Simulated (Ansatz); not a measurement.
**CHCl2F2Ge (SMILES F[CH][Ge]([F])([Cl])[Cl]) (doublet): density, localisation and related maps**

Input file:

```
crystal:
  periodic: [false, false, false]
  atoms:
    - {symbol: C, position_ang: [-1.801003, 1.816054, -1.225482]}
    - {symbol: Cl, position_ang: [-1.357197, -1.203608, -2.687389]}
    - {symbol: Cl, position_ang: [-1.357834, -0.898668, 0.745756]}
    - {symbol: F, position_ang: [-3.118939, 1.870265, -1.230660]}
    - {symbol: F, position_ang: [0.756516, 0.466115, -1.105117]}
    - {symbol: Ge, position_ang: [-0.934242, 0.122662, -1.075001]}
    - {symbol: H, position_ang: [-1.286183, 2.779805, -1.310313]}
basis:
  gaussian:
    orbitals: def2-SVPD
magnetization:
  spin_polarized: true
  initial_magnetization: 1
hamiltonian:
  xc: {name: PBE0}
output: {forces: true, orbitals: {seedname: orbitals}}
```

Launched as:

```sh
ansatz run input.yaml --threads 2 --pin off --max-ram 4350MiB --events-out events.jsonl --progress --plain --runs-dir runs
```

Geometry: PBE0-D3(BJ)/def2-SVP.

Level of theory: isolated molecule in a Gaussian basis; Kohn-Sham density functional theory, functional PBE0 (Ansatz).

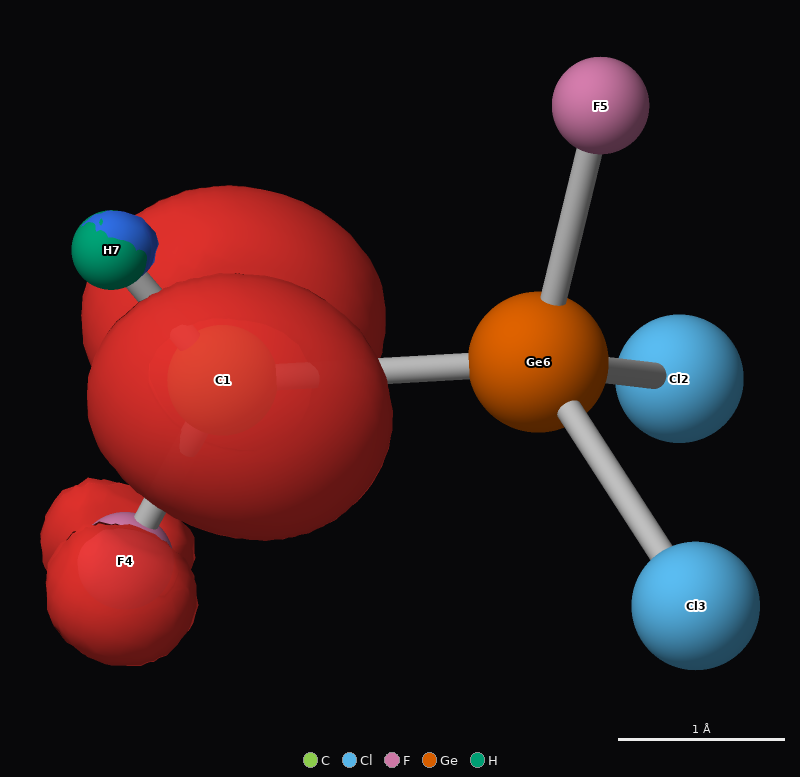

Figure 1. Isosurfaces of the spin density at +0.04 (red) and −0.04 e/Å³ (blue), seen at an oblique angle.

Where is the unpaired spin?

The unpaired spin (1 electron) lies mostly on C1 (about 0.7), F4 (about 0.1) and Ge6 (about 0.1), in electrons by Hirshfeld's partition.

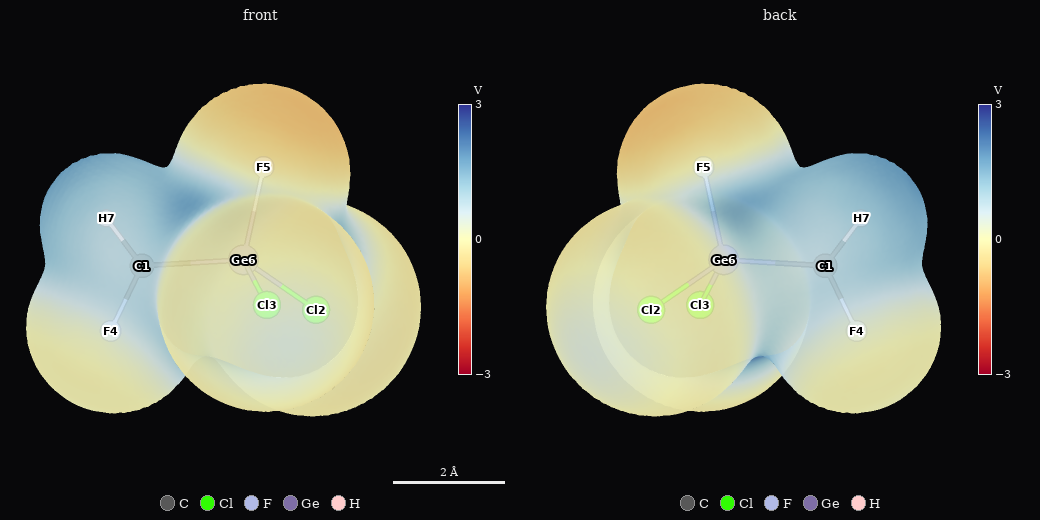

Figure 2. The electrostatic potential painted on the density surface at 0.002 e/bohr³, seen from the front and from behind; the colour scale runs from red (negative) to blue (positive).

Describe the electrostatic potential map.

The most negative region (about −0.8 V) lies over F5, the most positive (about +2.0 V) over Ge6. Cl2 shows a σ-hole: about +0.5 V at the tip opposite its bond, against about −0.2 V on its flanks. Cl3 shows a σ-hole: about +0.5 V at the tip opposite its bond, against about −0.2 V on its flanks.

How polar is the molecule by this calculation?

Its dipole moment is 1.82 D.

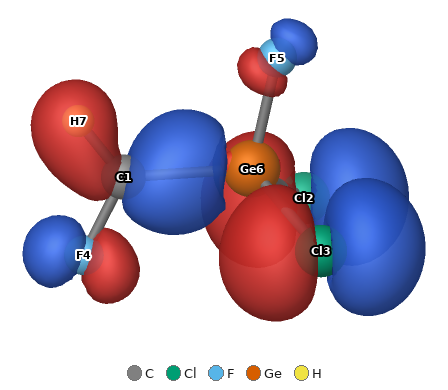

Figure 3. The HOMO−1 (β) at ±0.1 Å⁻³ᐟ² (red and blue are the two phases), seen at a tilt.

What is the character of this orbital?

By Hirshfeld shares it lies mainly on Cl2 (about 30 %), Cl3 (about 30 %), C1 (about 15 %), Ge6 (about 10 %) and F4 (about 5 %); largely a combination of lone pairs on Cl2, Cl3 and F4. Its energy is −9.81 eV.

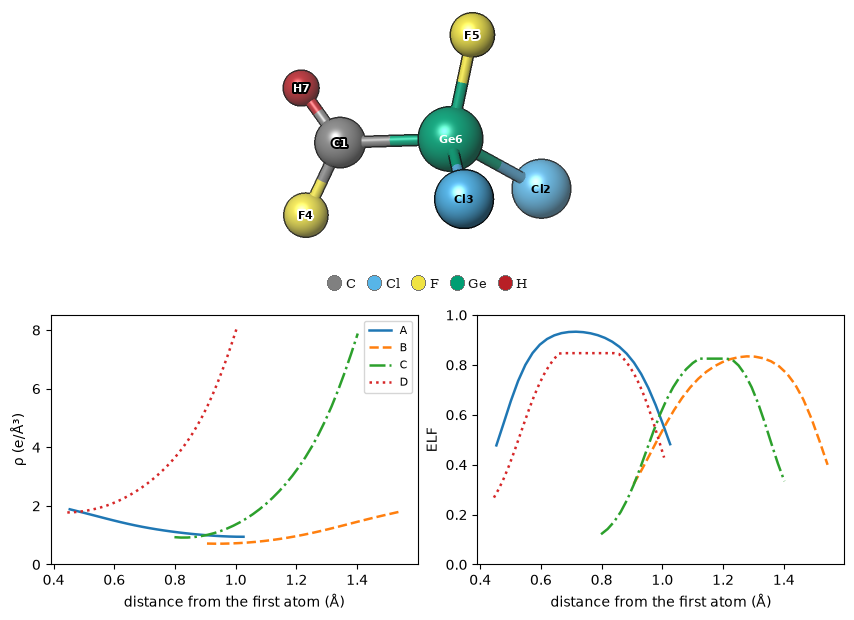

Figure 4. Total electron density and electron localisation function along straight lines between neighbouring atoms. The curves leave out the atomic cores. The structure is drawn too.

Which curve belongs to which contact (C–F, C–Ge, Ge–Cl and Ge–F)? The first atom named is at distance zero.

Curve A: C–Ge (1.91 Å): the density is about 0.97 e/Å³ at the midpoint; the ELF peaks at about 0.95 in the valence shell of C, 0.7 Å from its nucleus, and is about 0.70 at the midpoint. Curve B: Ge–Cl (2.13 Å): the density is about 0.77 e/Å³ at the midpoint; the ELF peaks at about 0.85 in the valence shell of Cl, 0.9 Å from its nucleus, and is about 0.65 at the midpoint. Curve C: Ge–F (1.73 Å): ρ at the midpoint is about 0.94 e/Å³; the ELF peaks at about 0.85 in the valence shell of F, 0.6 Å from its nucleus, and is about 0.20 at the midpoint. Curve D: C–F (1.32 Å): the density is about 2.4 e/Å³ at the midpoint; the ELF peaks at about 0.85 between the atoms; a polar covalent bond.
